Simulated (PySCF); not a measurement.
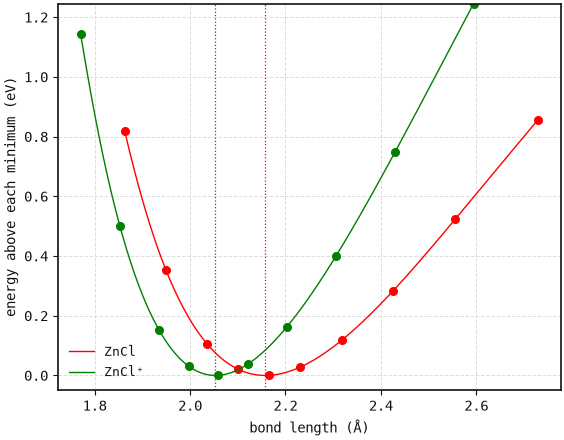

Bond curves of ZnCl, doublet (excess alpha electrons: σ +1) and ZnCl⁺, singlet, each counted from its own minimum; dotted lines mark the fitted bond lengths. PBE0/def2-TZVPPD, PySCF, on the lowest solution that a PBE0 search found for each, one reference determinant (UKS and UKS) with the occupation held, no spin-orbit coupling.

> What does removing an electron do to the bond?

re goes from 2.158 to 2.053 Å (−0.105 Å) and ωe from 375 to 467 cm⁻¹ (+25 %). The electron leaves a σ orbital, which by this response is antibonding in effect (the bond is polar, so the change of ionic attraction counts too).

> And the dissociation energies?

De is 2.35 eV for ZnCl and 2.58 eV for ZnCl⁺, each to its own lowest fragments (Zn + Cl; Zn⁺ + Cl) in their ground configurations, without counterpoise. The difference is within the error of method and basis.

Limits of at least one run: lowest determinant of a PBE0 search, another state may lie lower.
